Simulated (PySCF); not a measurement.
**C12H8O2S: NMR shifts at several levels of theory**

Aim: compute the NMR shifts of C12H8O2S (`O=S1(=O)c2ccccc2-c2ccccc21`) at several levels, and see how far they spread and what each costs.

Computed with PySCF 2.14.0, with density-fitted response routines of our own, on a single molecule in the gas phase. Atoms count from 0, in the outputs and in this text.

### Step 1. The molecule as given

23 atoms, charge 0, multiplicity 1; geometry from: GFN2-xTB.

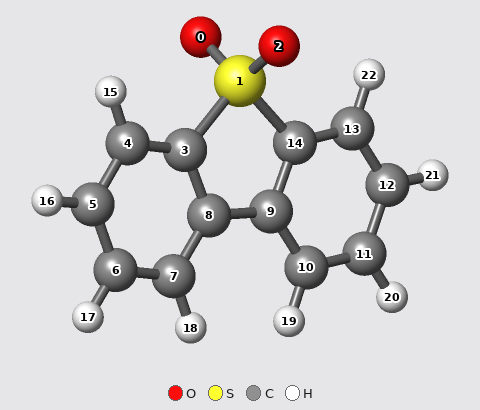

The starting geometry (oxygen red, sulfur yellow, carbon grey, hydrogen white), atoms numbered.

### Step 2. Optimising the geometry at PBE0-D3(BJ)/def2-SVP

What the job is given:

```
{"job": {"xc": "PBE0", "basis": "def2-SVP", "d3": "d3bj", "grid": 1, "kind": "geom"}, "charge": 0, "multiplicity": 1}
O     -0.187030     2.278970    -1.241300
S     -0.112420     1.542900    -0.008880
O     -0.142700     2.295990     1.215560
C     -1.318630     0.212590     0.021450
C     -2.688690     0.313170     0.043090
C     -3.436450    -0.857910     0.063290
C     -2.800890    -2.090090     0.059930
C     -1.417930    -2.180350     0.037880
C     -0.660360    -1.014740     0.018060
C      0.799060    -0.909690    -0.007240
C      1.715970    -1.954770    -0.014610
C      3.071700    -1.667380    -0.038790
C      3.524010    -0.356920    -0.056450
C      2.616030     0.694980    -0.048760
C      1.274540     0.399230    -0.024900
H     -3.158740     1.283710     0.044260
H     -4.514260    -0.807720     0.081160
H     -3.391110    -2.994310     0.075030
H     -0.938240    -3.146900     0.035700
H      1.379830    -2.980030    -0.001220
H      3.785500    -2.477740    -0.044240
H      4.583490    -0.152900    -0.075760
H      2.942050     1.722820    -0.061170
```

Log:

```text
step   0  E = -1009.28986839  max force = 0.026536
step   1  E = -1009.29297532  max force = 0.018842
step   2  E = -1009.29300421  max force = 0.008382
step   3  E = -1009.29377050  max force = 0.002403
step   4  E = -1009.29378965  max force = 0.001962
step   5  E = -1009.29382711  max force = 0.000699
step   6  E = -1009.29383057  max force = 0.000576
step   7  E = -1009.29383536  max force = 0.000388
optimisation converged
```

Run time: 2.3 min. Hardware: 8 threads of AMD EPYC 7R43 (Zen 3), shared host.

Relaxation path:

```csv
step,energy from step 0 (eV),largest force component (eV/Å)
0,0.0000,1.3645
1,-0.0845,0.9689
2,-0.0853,0.4310
3,-0.1062,0.1236
4,-0.1067,0.1009
5,-0.1077,0.0359
6,-0.1078,0.0296
7,-0.1079,0.0200
```

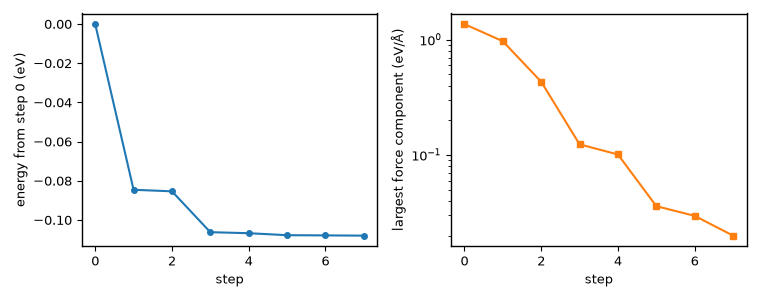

Energy and force, step by step.

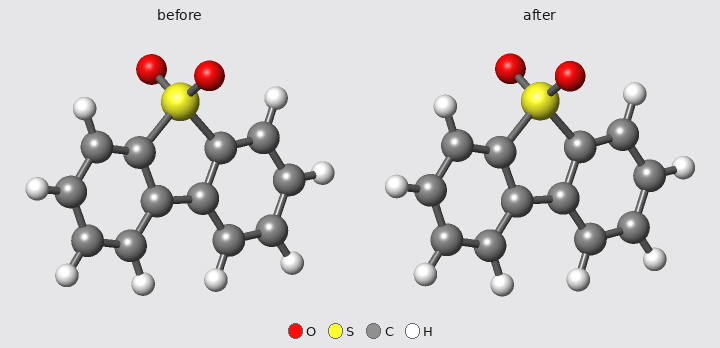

The geometry before (left) and after (right).

Distances of close pairs at the start and the end, largest changes first:

```csv
bond,before (Å),after (Å),change (Å)
O0–S1,1.437,1.458,+0.020
S1–O2,1.438,1.458,+0.020
C13–H22,1.078,1.092,+0.014
C4–H15,1.078,1.092,+0.014
C7–H18,1.079,1.092,+0.013
C10–H19,1.079,1.092,+0.013
C12–H21,1.079,1.092,+0.013
C5–H16,1.079,1.092,+0.013
```

The end geometry stands in the next job.

```csv
at the end point,value
point group (found at 0.08 Å tolerance),C2v
"rotational constants (GHz, main isotopes)","0.904, 0.542, 0.364"
dipole moment (D),5.22
```

### Step 3. Nuclear shieldings: PBE0/pcSseg-1

What the job is given:

```
{"job": {"kind": "nmr", "xc": "PBE0", "basis": "pcSseg-1", "pop": false}, "charge": 0, "multiplicity": 1}
O     -0.216022     2.252863    -1.252314
S     -0.128031     1.520674     0.005317
O     -0.161795     2.249229     1.267862
C     -1.304729     0.178867     0.026975
C     -2.682370     0.311359     0.047411
C     -3.448390    -0.855990     0.063131
C     -2.827225    -2.107200     0.058505
C     -1.436453    -2.219955     0.036668
C     -0.658708    -1.062481     0.019838
C      0.810755    -0.943839    -0.007745
C      1.764281    -1.961060    -0.020789
C      3.119112    -1.627566    -0.048973
C      3.532421    -0.293373    -0.064698
C      2.588944     0.735994    -0.051148
C      1.250145     0.384758    -0.022539
H     -3.148721     1.298853     0.050184
H     -4.538404    -0.789455     0.078917
H     -3.438827    -3.012181     0.071501
H     -0.965760    -3.205523     0.032275
H      1.457860    -3.009334    -0.009002
H      3.867466    -2.423368    -0.058934
H      4.597754    -0.053663    -0.087505
H      2.891426     1.785299    -0.062847
```

With the program's defaults for keys left out, this is: GIAO PBE0/pcSseg-1 NMR shielding, non-relativistic, gas phase.

Log:

```text
coarse grid: 21792 points
cycle   1  E = -1009.3699870317  dE =  3.672e+00  |g| = 1.167e+00  |ddm| = 5.652e+00
cycle   2  E = -1008.5355858721  dE =  8.344e-01  |g| = 2.400e+00  |ddm| = 3.981e+00
cycle   3  E = -1009.6108339703  dE = -1.075e+00  |g| = 2.695e-01  |ddm| = 3.125e+00
cycle   4  E = -1009.6257722864  dE = -1.494e-02  |g| = 1.342e-01  |ddm| = 6.016e-01
cycle   5  E = -1009.6298764475  dE = -4.104e-03  |g| = 5.463e-02  |ddm| = 1.999e-01
cycle   6  E = -1009.6306602117  dE = -7.838e-04  |g| = 6.987e-03  |ddm| = 6.213e-02
cycle   7  E = -1009.6306696824  dE = -9.471e-06  |g| = 3.281e-03  |ddm| = 1.196e-02
cycle   8  E = -1009.6306721104  dE = -2.428e-06  |g| = 1.238e-03  |ddm| = 4.661e-03
final grid: 211640 points
cycle   9  E = -1009.7423449502  dE = -4.039e-05  |g| = 1.285e-02  |ddm| = 9.351e-02
cycle  10  E = -1009.7422982089  dE =  4.674e-05  |g| = 1.945e-02  |ddm| = 4.593e-02
cycle  11  E = -1009.7423817951  dE = -8.359e-05  |g| = 3.370e-03  |ddm| = 2.950e-02
cycle  12  E = -1009.7423840899  dE = -2.295e-06  |g| = 5.572e-04  |ddm| = 3.606e-03
cycle  13  E = -1009.7423841516  dE = -6.171e-08  |g| = 2.985e-04  |ddm| = 9.325e-04
cycle  14  E = -1009.7423841757  dE = -2.411e-08  |g| = 4.731e-05  |ddm| = 4.326e-04
cycle  15  E = -1009.7423841761  dE = -4.147e-10  |g| = 2.354e-05  |ddm| = 6.471e-05
converged SCF energy = -1009.7423841761

GIAO shielding tensors (ppm)
atom      isotropic    diamagn.    paramagn.     s11        s22        s33       span
  0 O      126.688     399.336    -272.648     73.000     76.940    230.123    157.123
  1 S      181.735    1050.877    -869.141     55.890    179.026    310.290    254.399
  2 O      125.950     399.319    -273.369     72.474     76.278    229.098    156.624
  3 C       36.993     272.509    -235.516    -37.756     14.571    134.165    171.921
  4 C       55.804     246.686    -190.882    -43.216     28.572    182.056    225.273
  5 C       48.677     255.195    -206.517    -59.136     30.754    174.414    233.551
  6 C       46.567     254.549    -207.982    -63.854     29.205    174.351    238.205
  7 C       58.551     249.766    -191.215    -40.778     39.165    177.266    218.044
  8 C       49.146     252.915    -203.769    -36.666     23.019    161.085    197.751
  9 C       49.104     252.908    -203.805    -36.720     22.971    161.060    197.780
 10 C       58.563     249.779    -191.217    -40.721     39.173    177.236    217.957
 11 C       46.547     254.551    -208.004    -63.892     29.201    174.334    238.225
 12 C       48.674     255.228    -206.553    -59.178     30.811    174.391    233.569
 13 C       55.791     246.734    -190.943    -43.182     28.556    181.998    225.180
 14 C       36.909     272.414    -235.506    -37.702     14.540    133.889    171.591
 15 H       23.240      30.282      -7.042     19.168     22.723     27.829      8.661
 16 H       23.639      27.878      -4.239     20.165     24.391     26.360      6.195
 17 H       23.592      28.013      -4.422     20.064     24.323     26.388      6.324
 18 H       23.309      32.983      -9.674     18.239     23.912     27.776      9.537
 19 H       23.312      32.986      -9.674     18.235     23.919     27.782      9.547
 20 H       23.591      28.024      -4.433     20.061     24.324     26.387      6.326
 21 H       23.636      27.904      -4.267     20.168     24.389     26.352      6.184
 22 H       23.243      30.296      -7.054     19.168     22.736     27.824      8.655
```

Wall time 52 s (8 threads of AMD EPYC 7R43 (Zen 3), shared host).

Shifts follow as δ = σ(reference) − σ, with reference shieldings (ppm) from runs at the same level and on the same kind of geometry: 1H TMS 31.27, 13C TMS 184.4, 17O H2O 334.6, 33S CS2 496. The references are single molecules in the gas phase, so shifts against H2O, NH3, PH3, H3PO4 or CFCl3 are not on the usual liquid scales and can be off by tens of ppm. Atoms listed in one row are averaged.

```csv
atoms,environment,σ (ppm),δ (ppm),δ scaled to CDCl3
"C3, C14",aromatic carbon bearing sulfur,37.0,147.5,139.1
"C6, C11",aromatic CH,46.6,137.9,133.3
"C5, C12",aromatic CH,48.7,135.7,131.3
"C8, C9",substituted aromatic carbon,49.1,135.3,130.9
"C4, C13",aromatic CH,55.8,128.6,124.4
"C7, C10",aromatic CH,58.6,125.9,121.7
"H15, H22",hydrogen on an aromatic CH,23.24,8.03,7.82
"H18, H19",hydrogen on an aromatic CH,23.31,7.96,7.76
"H17, H20",hydrogen on an aromatic CH,23.59,7.68,7.49
"H16, H21",hydrogen on an aromatic CH,23.64,7.63,7.45
"O0, O2",S=O oxygen,126.3,208.2,–
S1,sulfone sulfur,182,314,–
```

The scaled column applies a straight-line fit of computed shieldings to shifts measured in CDCl3, with any fitted terms for Cl, Br or S neighbours (root-mean-square error 0.21 ppm for H, 2.0 ppm for C).

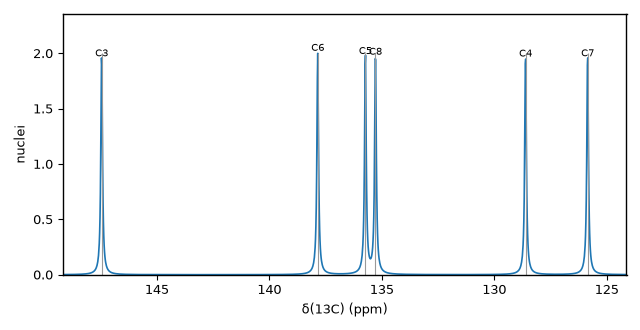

13C lines at the computed shifts, without couplings. Lines are broadened to a width of 0.09 ppm (Lorentzian).

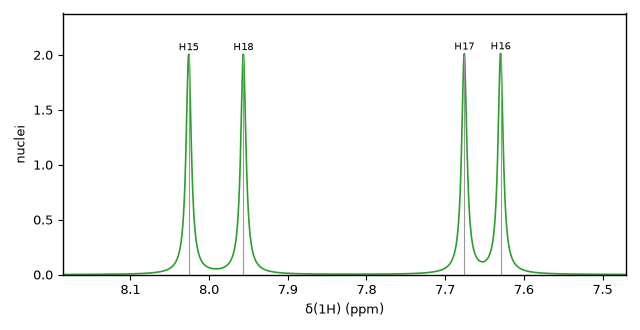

1H lines at the computed shifts, without couplings. Lines are broadened to a width of 0.01 ppm (Lorentzian).

Ring of atoms S1, C3, C8, C9, C14: NICS(0) 2.7, NICS(1) -0.4, NICS(1)zz 8.0 ppm (means of both faces).

Ring of atoms C3, C4, C5, C6, C7, C8: NICS(0) -7.7, NICS(1) -10.2, NICS(1)zz -23.9 ppm (means of both faces).

Ring of atoms C9, C10, C11, C12, C13, C14: NICS(0) -7.7, NICS(1) -10.2, NICS(1)zz -23.9 ppm (means of both faces).

### Step 4. NMR shieldings: PBE/pcSseg-1

The job, as its differences from that of step 3:

```diff
@@ -1,2 +1,2 @@
-{"job": {"kind": "nmr", "xc": "PBE0", "basis": "pcSseg-1", "pop": false}, "charge": 0, "multiplicity": 1}
+{"job": {"kind": "nmr", "xc": "PBE", "basis": "pcSseg-1", "pop": false}, "charge": 0, "multiplicity": 1}
 O     -0.216022     2.252863    -1.252314
```

Level: GIAO PBE/pcSseg-1 NMR shielding, non-relativistic, gas phase.

Log:

```text
coarse grid: 21792 points
cycle   1  E = -1009.1919031420  dE =  3.080e+00  |g| = 1.353e+00  |ddm| = 5.795e+00
cycle   2  E = -1006.8030986389  dE =  2.389e+00  |g| = 3.616e+00  |ddm| = 5.937e+00
cycle   3  E = -1009.4284810887  dE = -2.625e+00  |g| = 6.502e-01  |ddm| = 5.330e+00
cycle   4  E = -1009.5270444324  dE = -9.856e-02  |g| = 2.733e-01  |ddm| = 1.425e+00
cycle   5  E = -1009.5347709657  dE = -7.727e-03  |g| = 2.117e-01  |ddm| = 5.186e-01
cycle   6  E = -1009.5472634814  dE = -1.249e-02  |g| = 3.010e-02  |ddm| = 2.380e-01
cycle   7  E = -1009.5474461867  dE = -1.827e-04  |g| = 1.194e-02  |ddm| = 4.477e-02
cycle   8  E = -1009.5474768325  dE = -3.065e-05  |g| = 4.996e-03  |ddm| = 1.599e-02
cycle   9  E = -1009.5474822299  dE = -5.397e-06  |g| = 2.058e-03  |ddm| = 7.959e-03
final grid: 211640 points
cycle  10  E = -1009.6991548034  dE = -1.083e-05  |g| = 2.256e-02  |ddm| = 1.308e-01
cycle  11  E = -1009.6986245828  dE =  5.302e-04  |g| = 5.389e-02  |ddm| = 1.023e-01
cycle  12  E = -1009.6992521750  dE = -6.276e-04  |g| = 1.023e-02  |ddm| = 7.694e-02
cycle  13  E = -1009.6992744543  dE = -2.228e-05  |g| = 1.927e-03  |ddm| = 1.096e-02
cycle  14  E = -1009.6992753910  dE = -9.367e-07  |g| = 7.930e-04  |ddm| = 3.061e-03
cycle  15  E = -1009.6992755564  dE = -1.654e-07  |g| = 2.000e-04  |ddm| = 1.345e-03
cycle  16  E = -1009.6992755652  dE = -8.797e-09  |g| = 8.630e-05  |ddm| = 3.246e-04
cycle  17  E = -1009.6992755670  dE = -1.817e-09  |g| = 2.819e-05  |ddm| = 1.240e-04
cycle  18  E = -1009.6992755672  dE = -2.033e-10  |g| = 8.588e-06  |ddm| = 3.889e-05
converged SCF energy = -1009.6992755672

GIAO shielding tensors (ppm)
atom      isotropic    diamagn.    paramagn.     s11        s22        s33       span
  0 O      112.472     399.673    -287.201     62.392     63.008    212.014    149.622
  1 S      172.278    1051.925    -879.647     41.223    171.802    303.811    262.588
  2 O      111.726     399.655    -287.929     61.583     62.668    210.927    149.344
  3 C       34.146     272.676    -238.530    -35.368     10.592    127.214    162.582
  4 C       55.190     246.148    -190.959    -39.542     28.723    176.388    215.931
  5 C       46.495     254.100    -207.604    -57.738     29.261    167.963    225.701
  6 C       45.321     253.385    -208.065    -60.938     28.681    168.218    229.156
  7 C       56.717     249.278    -192.562    -39.117     37.743    171.524    210.641
  8 C       47.549     252.040    -204.491    -31.965     19.224    155.389    187.354
  9 C       47.508     252.030    -204.522    -32.020     19.184    155.360    187.380
 10 C       56.725     249.291    -192.565    -39.064     37.751    171.489    210.554
 11 C       45.303     253.390    -208.087    -60.970     28.677    168.203    229.173
 12 C       46.494     254.134    -207.640    -57.775     29.318    167.938    225.712
 13 C       55.178     246.200    -191.021    -39.512     28.711    176.337    215.849
 14 C       34.046     272.580    -238.533    -35.317     10.529    126.927    162.245
 15 H       23.424      30.605      -7.181     19.687     22.699     27.887      8.200
 16 H       23.717      27.897      -4.180     20.527     24.207     26.417      5.890
 17 H       23.707      28.012      -4.304     20.438     24.215     26.469      6.030
 18 H       23.415      33.348      -9.933     18.683     23.767     27.794      9.110
 19 H       23.417      33.349      -9.932     18.679     23.773     27.799      9.120
 20 H       23.706      28.023      -4.316     20.436     24.216     26.468      6.032
 21 H       23.715      27.924      -4.208     20.531     24.205     26.410      5.879
 22 H       23.427      30.619      -7.193     19.687     22.712     27.881      8.195
```

Run time: 38 s. Hardware: 8 threads of AMD EPYC 7R43 (Zen 3), shared host.

This run: δ C3 145.9, C6 134.7, C5 133.5, C8 132.5, H18 7.78, H15 7.77 ppm (means over like atoms).

[end of part 1 of 2]
